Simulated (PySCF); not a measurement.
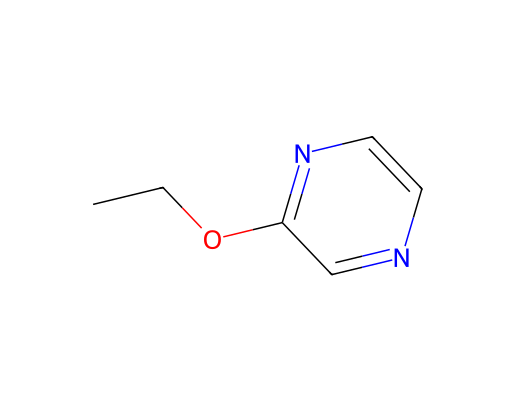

The geometry was computed by an optimisation with GFN2-xTB. No frequency run is at hand to confirm it as a minimum. Properties computed with PBE0/def2-SVPD, gas phase (PySCF 2.14.0). Excitations: vertical, linear response.

### Estimate the HOMO–LUMO gap.

5.81 eV.

### Give the brightest of the 6 lowest singlets at this level.

6.12 eV.

### Estimate the dipole moment.

1.85 D.

### Estimate the lowest vertical singlet excitation.

4.29 eV.
